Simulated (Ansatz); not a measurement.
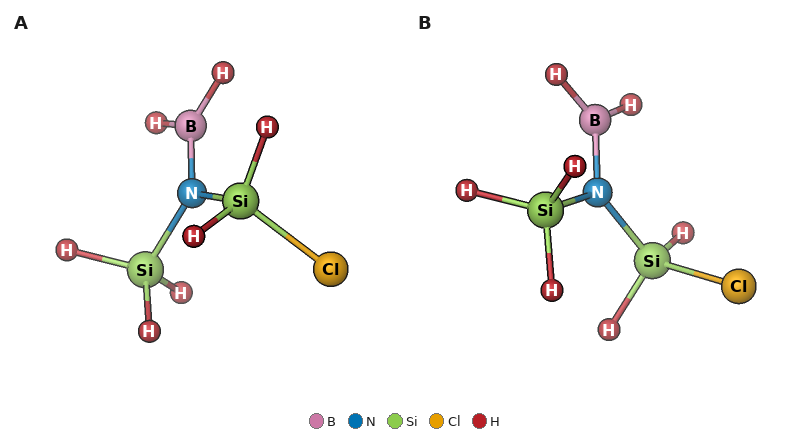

Atoms fade into the background with distance from the viewer. Computed geometry: PBE0-D4/def2-TZVP optimisation.

Question: Can A be turned into B by a rotation alone?

Answer: No. They are mirror images that no rotation superimposes: the geometry of BClH7NSi2 is chiral (C1), and the handedness lies in its shape, not in a labelled carbon stereocentre. Their energies are equal.
